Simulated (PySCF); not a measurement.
Molecule: C₂H₅ClGeS, SMILES C=C[S][GeH2][Cl], singlet.

Simulated rotational absorption lines between 2 and 8 GHz at 2 K: rigid rotor with the equilibrium constants and dipole of one optimised conformer (PBE0-D3(BJ)/def2-SVP, PySCF 2.14.0), commonest isotopes; no centrifugal distortion, hyperfine structure, internal rotation or nuclear-spin weights; lines within 1 MHz of each other are summed.

### What are the rotational constants, and what kind of rotor is it?

Rotational constants A, B, C = 2.884, 1.438, 1.113 GHz; Ray's κ = −0.63, an asymmetric top on the prolate side.

### Which dipole components drive the lines?

|μa|, |μb|, |μc| = 0.79, 0.56, 1.47 D; c-type lines carry 61 % of the intensity in this range.

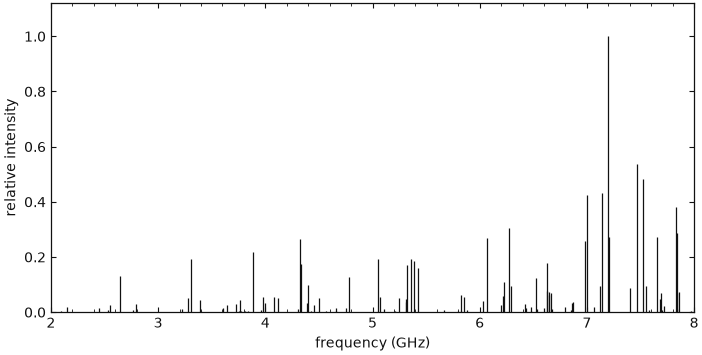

Known limits of this run: coarse grid, loose stop and no frequency check, small forces are noise and the end may be a saddle.
